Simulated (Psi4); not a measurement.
**B3LYP/def2-TZVP (core potential) run of GeTe (SMILES [Ge][Te])**

What is the vertical singlet–triplet gap of GeTe at B3LYP/def2-TZVP (core potential)? 

Program for the calculation: Psi4 1.11.

2 further runs of the same task are left out: 2 that didn't finish.

**1. The molecule**

The species is GeTe (2 atoms), meant as a singlet with charge 0. SMILES: `[Ge][Te]`. Geometry: the measured bond length.

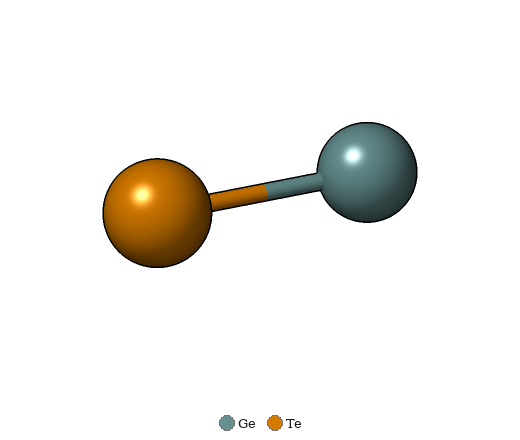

The structure, seen from a chosen angle (germanium teal, tellurium orange).

**2. Energy and gradient at B3LYP/def2-TZVP (core potential)**

File job.py:

```python
import psi4

psi4.set_memory('1600 MB')
psi4.set_num_threads(1)
psi4.set_output_file('run.log', False)

mol = psi4.geometry("""
Ge
Te 1 2.340165
symmetry c1
no_reorient
no_com
""")

psi4.set_options({
    'puream': True,
    'e_convergence': 1e-09,
    'd_convergence': 1e-08,
    'scf_type': 'pk',
    'dft_radial_points': 99,
    'dft_spherical_points': 590,
})

e_tot, wfn = psi4.gradient('b3lyp/def2-TZVP', molecule=mol, return_wfn=True)
psi4.oeprop(wfn, 'QUADRUPOLE', 'LOWDIN_CHARGES', 'MULLIKEN_CHARGES', title='B3LYP')
print('gradient / Eh bohr^-1')
print(e_tot.np.round(6))
print(f'energy = {wfn.energy():.10f} Eh')
```

Started as:

```sh
$ python job.py
```

run.log:

```text
[...]
    !!!  WARNING: ECP capability is in beta. Please check occupations closely.  !!!
[...]
  Running in c1 symmetry.
[...]
  Nuclear repulsion =  173.666428561473225
[...]
  Multiplicity = 1
[...]
  Nalpha       = 28
  Nbeta        = 28
[...]
    Number of basis functions: 98
[...]
   @RKS iter   1: -2343.55387294417551   -3.61222e+00   3.07191e-02 ADIIS/DIIS
[...]
   @RKS iter  13: -2345.20035084140090   -5.45697e-12   5.98386e-09 DIIS
[...]
    Orbital Energies [Eh]
    ---------------------
    Doubly Occupied:
       1A   -398.769593     2A    -49.810654     3A    -44.332101
       4A    -44.332101     5A    -44.329675     6A     -6.256383
       7A     -6.242049     8A     -4.414810     9A     -4.414810
      10A     -4.408140    11A     -4.386000    12A     -4.386000
      13A     -4.385476    14A     -1.583371    15A     -1.581578
      16A     -1.581578    17A     -1.581548    18A     -1.581548
      19A     -1.237423    20A     -1.237423    21A     -1.232155
      22A     -1.232155    23A     -1.231811    24A     -0.630630
      25A     -0.451413    26A     -0.259456    27A     -0.251107
      28A     -0.251107
[...]
  @RKS Final Energy: -2345.20035084140090
   => Energetics <=
    Nuclear Repulsion Energy =            173.6664285614732250
    One-Electron Energy =               -3708.3759032788993864
    Two-Electron Energy =                1270.0130238820211162
    DFT Exchange-Correlation Energy =     -80.5039000059964565
    Empirical Dispersion Energy =           0.0000000000000000
    VV10 Nonlocal Energy =                  0.0000000000000000
    Total Energy =                      -2345.2003508414013595
[...]
  -Total Gradient:
     Atom            X                  Y                   Z
    ------   -----------------  -----------------  -----------------
       1       -0.000000000792     0.000000001245     0.006731873329
       2        0.000000000791    -0.000000001245    -0.006712083791
[...]
 Multipole Moments:
 ------------------------------------------------------------------------------------
     Multipole            Electronic (a.u.)      Nuclear  (a.u.)        Total (a.u.)
 ------------------------------------------------------------------------------------
 L = 1.  Multiply by 2.5417464519 to convert [e a0] to [Debye]
 Dipole X            :          0.0000001            0.0000000            0.0000001
 Dipole Y            :         -0.0000002            0.0000000           -0.0000002
 Dipole Z            :         51.2145193          -51.6995702           -0.4850510
 Magnitude           :                                                    0.4850510
 L = 2.  Multiply by 1.3450342976 to convert [e a0^2] to [Debye ang]
 Quadrupole XX       :        -32.5781211            0.0000000          -32.5781211
 Quadrupole XY       :         -0.0000000            0.0000000           -0.0000000
[...]
  Mulliken Charges: (a.u.)
   Center  Symbol    Alpha    Beta     Spin     Total
       1    GE    15.92891 15.92891  0.00000  0.14218
       2    TE    12.07109 12.07109  0.00000 -0.14218
   Total alpha = 28.00000, Total beta = 28.00000, Total charge = -0.00000
  Lowdin Charges: (a.u.)
   Center  Symbol    Alpha    Beta     Spin     Total
       1    GE    15.99418 15.99418  0.00000  0.01165
       2    TE    12.00582 12.00582  0.00000 -0.01165
  Total alpha = 28.00000, Total beta = 28.00000, Total charge =  0.00000
```

On the terminal:

```text
gradient / Eh bohr^-1
[[-0.        0.        0.006732]
 [ 0.       -0.       -0.006712]]
energy = -2345.2003508414 Eh
```

It took 17 s on 1 thread of Intel Xeon Platinum 8488C (Sapphire Rapids), shared host; peak memory 0.66 GiB.

**3. The triplet**

File run.py:

```python
import psi4

psi4.set_memory(1600000000)
psi4.set_num_threads(1)
psi4.core.set_output_file('psi4.out', False)

molecule = psi4.geometry("""
0 3
Ge     0.00000000     0.00000000     0.00000000
Te     0.00000000     0.00000000     4.42227094
units au
symmetry c1
""")

psi4.set_options({
    'basis': 'def2-TZVP',
    'reference': 'uks',
    'puream': True,
    'e_convergence': 1e-09,
    'd_convergence': 1e-08,
    'scf_type': 'pk',
    'dft_radial_points': 99,
    'dft_spherical_points': 590,
    'maxiter': 100,
})

e = psi4.gradient('b3lyp')
print('gradient / Eh bohr^-1')
print(e.np.round(6))
```

Started as:

```sh
$ python run.py
```

psi4.out:

```text
[...]
    !!!  WARNING: ECP capability is in beta. Please check occupations closely.  !!!
[...]
  Running in c1 symmetry.
[...]
  Nuclear repulsion =  173.666428497933708
[...]
  Multiplicity = 3
[...]
  Nalpha       = 29
  Nbeta        = 27
[...]
    Number of basis functions: 98
[...]
   @UKS iter   1: -2343.49704690763519   -3.38955e+00   3.10513e-02 DIIS/ADIIS
[...]
   @UKS iter  15: -2345.11099016707249   -1.27329e-11   7.08174e-09 DIIS
[...]
   @S^2 Observed:                2.005261215E+00
[...]
    Orbital Energies [Eh]
    ---------------------
    Alpha Occupied:
       1A   -398.740410     2A    -49.782493     3A    -44.304362
       4A    -44.303303     5A    -44.302179     6A     -6.286559
       7A     -6.215117     8A     -4.423238     9A     -4.413141
      10A     -4.411736    11A     -4.389411    12A     -4.384422
      13A     -4.383737    14A     -1.618688    15A     -1.616329
      16A     -1.614389    17A     -1.607577    18A     -1.606475
      19A     -1.211138    20A     -1.209219    21A     -1.208938
      22A     -1.205540    23A     -1.204775    24A     -0.666045
      25A     -0.461052    26A     -0.302034    27A     -0.271627
      28A     -0.265402    29A     -0.161665
    Alpha Virtual:
[...]
  @UKS Final Energy: -2345.11099016707249
   => Energetics <=
    Nuclear Repulsion Energy =            173.6664284979337083
    One-Electron Energy =               -3708.4311669485696257
    Two-Electron Energy =                1270.1824455543401200
    DFT Exchange-Correlation Energy =     -80.5286972707765614
    Empirical Dispersion Energy =           0.0000000000000000
    VV10 Nonlocal Energy =                  0.0000000000000000
    Total Energy =                      -2345.1109901670724867
[...]
 Multipole Moments:
 ------------------------------------------------------------------------------------
     Multipole            Electronic (a.u.)      Nuclear  (a.u.)        Total (a.u.)
 ------------------------------------------------------------------------------------
 L = 1.  Multiply by 2.5417464519 to convert [e a0] to [Debye]
 Dipole X            :          0.0000018            0.0000000            0.0000018
 Dipole Y            :         -0.0000151            0.0000000           -0.0000151
 Dipole Z            :         51.9359639          -51.6995702            0.2363936
 Magnitude           :                                                    0.2363936
[...]
  -Total Gradient:
     Atom            X                  Y                   Z
    ------   -----------------  -----------------  -----------------
       1       -0.000000007293     0.000000061521     0.077624094538
       2        0.000000007286    -0.000000061453    -0.077607676632
[...]
```

The script printed:

```text
gradient / Eh bohr^-1
[[-0.        0.        0.077624]
 [ 0.       -0.       -0.077608]]
```

Run time: 20 s. Hardware: 1 thread of Intel Xeon Platinum 8488C (Sapphire Rapids), shared host; peak memory 0.65 GiB.

**4. Results**

At B3LYP/def2-TZVP (core potential):

| quantity | value |
| --- | --- |
| singlet: total energy | -2345.20035 Eh |
| singlet: dipole moment | 1.23 D |
| singlet: HOMO energy | -6.83 eV |
| singlet: LUMO energy | -2.74 eV |
| singlet: HOMO–LUMO gap | 4.09 eV |
| singlet: largest force on an atom | 0.346 eV/Å |
| triplet: total energy | -2345.11099 Eh |
| triplet: dipole moment | 0.60 D |
| triplet: HOMO energy (highest over α and β) | -4.40 eV |
| triplet: ⟨S²⟩ | 2.005 |
| triplet: largest force on an atom | 3.992 eV/Å |
| vertical energy of the triplet above the singlet | 2.432 eV |

At this shape the triplet lies 2.43 eV (235 kJ/mol) above the singlet. The largest force (singlet) is 0.35 eV/Å: the shape isn't a stationary point for this species at this level.
